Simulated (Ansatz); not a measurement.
# [AlH4]− (SMILES [AlH4-]) at 6 levels

Aim: a comparison of 6 runs (UHF/6-31G, B3LYP/3-21G, B3LYP/6-31G, r2SCAN0/6-31G, RPA@PBE/3-21G, CCSDT(Q)/3-21G) of [AlH4]−. 

The results are computed with Ansatz 0.2.0.

2 further runs of the same task are left out: 2 set aside as unsound or not needed.

## 1. Starting point

The species is [AlH4]− (5 atoms), meant as a singlet with charge -1. As SMILES, `[AlH4-]`. The H2–Al1 distance was set to 2.441 Å, away from the relaxed value. At this shape a bond of the SMILES string is far longer than usual.

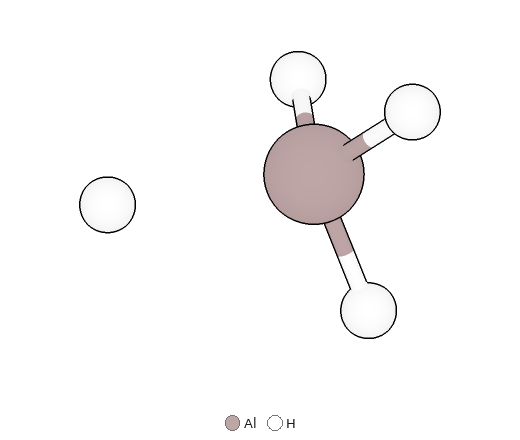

The structure, seen from a chosen angle (aluminium light grey, hydrogen white).

## 2. The energy at UHF/6-31G (run 1)

Contents of input.yaml:

```yaml
crystal:
  periodic: [false, false, false]
  atoms:
    - {symbol: Al, position_ang: [-0.721761, 0.252217, -0.279816]}
    - {symbol: H, position_ang: [1.443510, -0.504270, 0.556410]}
    - {symbol: H, position_ang: [-1.904711, -0.352343, 0.660394]}
    - {symbol: H, position_ang: [-0.925581, -0.264973, -1.809446]}
    - {symbol: H, position_ang: [-0.778411, 1.878007, -0.242486]}
basis:
  gaussian: {orbitals: 6-31G}
magnetization: {spin_polarized: true}
total_charge: -1
hamiltonian: {xc: hf}
accuracy: high
```

The run is started by

```console
$ ansatz run input.yaml --threads 1 --pin off --max-ram 2610MiB --events-out events.jsonl --progress --plain --runs-dir runs
```

Standard output:

```text
Warning: RAYON_NUM_THREADS=1 ignored (pool sized by the plan → 1); use --threads N
Functional definition: HF
  name "HF"
  exchange = exact_x
  correlation = 0
480 factors; integrals over basis functions are off by at most 3.3e-9 eV
mean field evaluation 1: about -6642.7533 eV, gradient 6.3e0 eV
mean field evaluation 2: about -6642.7559 eV, gradient 6.3e0 eV
mean field evaluation 4: about -6643.3207 eV, gradient 2.7e-1 eV
mean field evaluation 8: about -6643.3224 eV, gradient 5.3e-5 eV
mean field evaluation 16: about -6643.0475 eV, gradient 1.7e0 eV
mean field evaluation 32: about -6643.3210 eV, gradient 2.9e-1 eV
mean field -6643.32241486 eV, -244.1375957403 hartree, gradient 3.0e-8 eV, S^2 0.000000; 0 other end points of the search recorded, 0 dependent functions left out
reference -6643.32241486 eV, -244.1375957403 hartree; 9, 9 occupied and 12, 12 virtual orbitals, 480 factors
Total energy: -6643.32241486 eV, -244.1375957403 hartree
```

Wall time 0.2 s (1 thread of Arm Neoverse V1, shared host).

## 3. A single-point energy at B3LYP/3-21G (run 2)

Contents of input.yaml:

```yaml
basis:
  gaussian:
    orbitals: 3-21G.json
crystal:
  periodic: [false, false, false]
  atoms:
    - symbol: Al
      position_ang: [-0.721761, 0.252217, -0.279816]
    - symbol: H
      position_ang: [1.443510, -0.504270, 0.556410]
    - symbol: H
      position_ang: [-1.904711, -0.352343, 0.660394]
    - symbol: H
      position_ang: [-0.925581, -0.264973, -1.809446]
    - symbol: H
      position_ang: [-0.778411, 1.878007, -0.242486]
accuracy: high
total_charge: -1
hamiltonian:
  xc: {name: B3LYP}
```

The basis set 3-21G is read from a file made from the Basis Set Exchange's data (not shown).

The run is started by

```console
$ ansatz run input.yaml --threads 1 --pin off --max-ram 2610MiB --events-out events.jsonl --progress --plain --runs-dir runs
```

Standard output:

```text
Warning: RAYON_NUM_THREADS=1 ignored (pool sized by the plan → 1); use --threads N
Functional definition: B3LYP
  name "B3LYP"
  parameter a0 = 0.2
  parameter ax = 0.72
  parameter ac = 0.81
  exchange = (1 - a0 - ax)*slater_x + ax*b88_x + a0*exact_x
  correlation = (1 - ac)*vwn_rpa_c + ac*lyp_c
421 factors; integrals over basis functions are off by at most 2.4e-9 eV
mean field evaluation 1: about -6624.1944 eV, gradient 1.1e1 eV
mean field evaluation 2: about -6624.1799 eV, gradient 1.0e1 eV
mean field evaluation 4: about -6624.8568 eV, gradient 1.7e-1 eV
mean field evaluation 8: about -6624.8544 eV, gradient 2.1e-4 eV
mean field evaluation 16: about -6624.8544 eV, gradient 4.2e-8 eV
mean field -6624.85435883 eV, -243.4589071996 hartree, gradient 4.2e-8 eV, S^2 0.000000; 0 other end points of the search recorded, 0 dependent functions left out
reference -6624.85439681 eV, -243.4589085952 hartree; 9, 9 occupied and 12, 12 virtual orbitals, 421 factors
Total energy: -6624.85439681 eV, -243.4589085952 hartree
```

Wall time 0.91 s (1 thread of Arm Neoverse V1, shared host).

Runs 3 to 4 aren't shown in full; the table further down has their settings and results.

## 4. The energy at RPA@PBE/3-21G (run 5)

Contents of molecule.yaml:

```yaml
basis:
  gaussian: {orbitals: 3-21G.json}
crystal:
  periodic: [false, false, false]
  atoms:
    - symbol: Al
      position_ang: [-0.721761, 0.252217, -0.279816]
    - symbol: H
      position_ang: [1.443510, -0.504270, 0.556410]
    - symbol: H
      position_ang: [-1.904711, -0.352343, 0.660394]
    - symbol: H
      position_ang: [-0.925581, -0.264973, -1.809446]
    - symbol: H
      position_ang: [-0.778411, 1.878007, -0.242486]
correlation: {method: rpa, frozen_orbitals: {Al: 5, H: 0}}
hamiltonian: {xc: pbe}
accuracy: high
total_charge: -1
```

The basis set 3-21G is read from a file made from the Basis Set Exchange's data (not shown).

The run is started by

```console
$ ansatz run molecule.yaml --threads 1 --pin off --max-ram 2610MiB --events-out events.jsonl --progress --plain --runs-dir runs
```

Standard output:

```text
Warning: RAYON_NUM_THREADS=1 ignored (pool sized by the plan → 1); use --threads N
Functional definition: PBE
  name "PBE"
  parameter kappa = 0.804
  parameter beta = 0.06672455060314922
  exchange = pbe_x(kappa = kappa, mu = beta*pi^2/3)
  correlation = pbe_c(beta = beta)
421 factors; integrals over basis functions are off by at most 2.4e-9 eV
mean field evaluation 1: about -6618.9428 eV, gradient 1.3e1 eV
mean field evaluation 2: about -6618.9386 eV, gradient 1.3e1 eV
mean field evaluation 4: about -6619.7158 eV, gradient 3.7e0 eV
mean field evaluation 8: about -6619.8160 eV, gradient 1.7e-2 eV
mean field evaluation 16: about -6619.8160 eV, gradient 1.8e-7 eV
mean field -6619.81603470 eV, -243.2737522026 hartree, gradient 4.0e-8 eV, S^2 0.000000; 0 other end points of the search recorded, 0 dependent functions left out
5 core orbitals not correlated: weight in the atoms' cores, before any rotation towards them, 1.000 or more for the frozen orbitals, at most 0.000 for the correlated occupied ones
reference -6607.29112416 eV, -242.8134702299 hartree; 4, 4 occupied and 12, 12 virtual orbitals, 421 factors
Total energy: -6611.28386014 eV, -242.9602005711 hartree
```

Wall time 1.2 s (1 thread of Arm Neoverse V1, shared host); peak memory 0.093 GiB.

## 5. A single-point energy at CCSDT(Q)/3-21G (run 6)

Contents of job.yaml:

```yaml
crystal:
  periodic: [false, false, false]
  atoms:
    - {symbol: Al, position_ang: [-0.721761, 0.252217, -0.279816]}
    - {symbol: H, position_ang: [1.443510, -0.504270, 0.556410]}
    - {symbol: H, position_ang: [-1.904711, -0.352343, 0.660394]}
    - {symbol: H, position_ang: [-0.925581, -0.264973, -1.809446]}
    - {symbol: H, position_ang: [-0.778411, 1.878007, -0.242486]}
basis:
  gaussian:
    orbitals: 3-21G.json
total_charge: -1
magnetization:
  spin_polarized: false
  initial_magnetization: 0
correlation:
  method: ccsdt_q
  frozen_orbitals: {Al: 5, H: 0}
accuracy: high
scf:
  omitted_lower_state_checks: [cluster_reference, increment]
```

The basis set 3-21G is read from a file made from the Basis Set Exchange's data (not shown).

The run is started by

```console
$ ansatz run job.yaml --threads 1 --pin off --max-ram 2610MiB --events-out events.jsonl --progress --plain --runs-dir runs
```

Standard output, shortened:

```text
Warning: RAYON_NUM_THREADS=1 ignored (pool sized by the plan → 1); use --threads N
[... 2 set-up lines as earlier in the session ...]
[...]
421 factors; integrals over basis functions are off by at most 2.4e-9 eV
[...]
mean field -6607.67522473 eV, -242.8275856659 hartree, gradient 8.2e-9 eV, S^2 0.000000; 0 other end points of the search recorded, 0 dependent functions left out
5 core orbitals not correlated: weight in the atoms' cores, before any rotation towards them, 1.000 or more for the frozen orbitals, at most 0.000 for the correlated occupied ones
reference -6607.67522473 eV, -242.8275856659 hartree; 4, 4 occupied and 12, 12 virtual orbitals, 421 factors
second order -1.53719384 eV of doubles, -0.00000000 eV of singles
cycle   1  -1.96204273 eV  change   -4.2e-1 eV  update   7.0e-2
[...]
cycle  20  -2.29442580 eV  change  -5.0e-10 eV  update  3.4e-10
perturbative correction -0.00104032 eV, -0.0000382310 hartree
Total energy: -6609.97069085 eV, -242.9119424897 hartree
Checks for a lower state left out: cluster_reference, increment
```

Wall time 0.38 s (1 thread of Arm Neoverse V1, shared host).

## 6. Overview of the runs

| run | level | frozen core orbitals | energy (Eh) | wall time |
| --- | --- | --- | --- | --- |
| 1 | UHF/6-31G | – | -244.137596 | 0.2 s |
| 2 | B3LYP/3-21G | – | -243.458909 | 0.91 s |
| 3 | B3LYP/6-31G | – | -244.787553 | 1.1 s |
| 4 | r2SCAN0/6-31G | – | -244.717653 | 2.3 s |
| 5 | RPA@PBE/3-21G | 5 | -242.960201 | 1.2 s |
| 6 | CCSDT(Q)/3-21G | 5 | -242.911942 | 0.38 s |

## 7. Results

```
                                          quantity          value
                               run 6: total energy  -242.91194 Eh
run 6: correlation energy (5 core orbitals frozen)      -84.4 mEh
                              run 6: T1 diagnostic          0.021
```

**Reading.** Totals of different functionals can't be ranked against each other. All runs together took 6.1 s, the longest 2.3 s.
